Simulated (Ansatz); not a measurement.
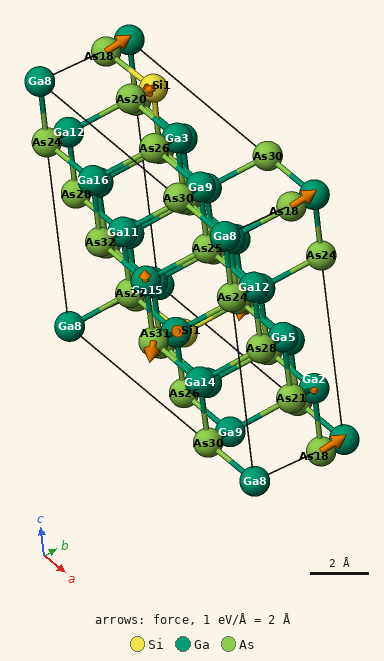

Starting geometry of a defect cell of composition Ga$_{15}$SiAs$_{16}$ (cell charge +1) with the computed forces as orange arrows. A ball-and-stick model of the cell of the calculation, seen slightly off an axis.

Case: Si on a Ga site (a), charge +1, atoms relaxed at the host's cell.

Level of theory: Ansatz, DFT LDA, scalar-relativistic, plane waves, PAW. Set-up: plane-wave cutoff 420 eV; k-point mesh 3 × 3 × 3; occupations gaussian; smearing width 0.02 eV; no spin polarisation; atoms relaxed in a fixed cell; force threshold 0.025 eV/Å; at most 45 steps.

> Is this structure relaxed? If not, where do the atoms go?

It isn't relaxed: the largest force vector, on an As atom, is 0.55 eV/Å. The final displacements follow the starting forces only in part (cosine between the two patterns 0.81). The largest move is that of an As atom, 0.052 Å along [−1 −3 −3]. Largest moves by element: As 0.052 Å, Si 0.038 Å, Ga 0.006 Å. The lattice vectors keep their values. Near-neighbour distances that change, for instance: As–Ga 2.412 → 2.457 Å, As–Ga 2.479 → 2.457 Å, As–Si 2.401 → 2.379 Å, As–Ga 2.443 → 2.457 Å. Among the angles between lasting bonds that change: Si–As–Ga 107.8° → 109.9°, Si–As–Ga 111.9° → 109.9°. The energy falls by 31.2 meV per cell of the calculation in 2 geometry steps. The largest force component goes from 0.43 to 0.0015 eV/Å.

Limits of the set-up: the cell is charged, on a uniform background, and energies carry no finite-size correction.
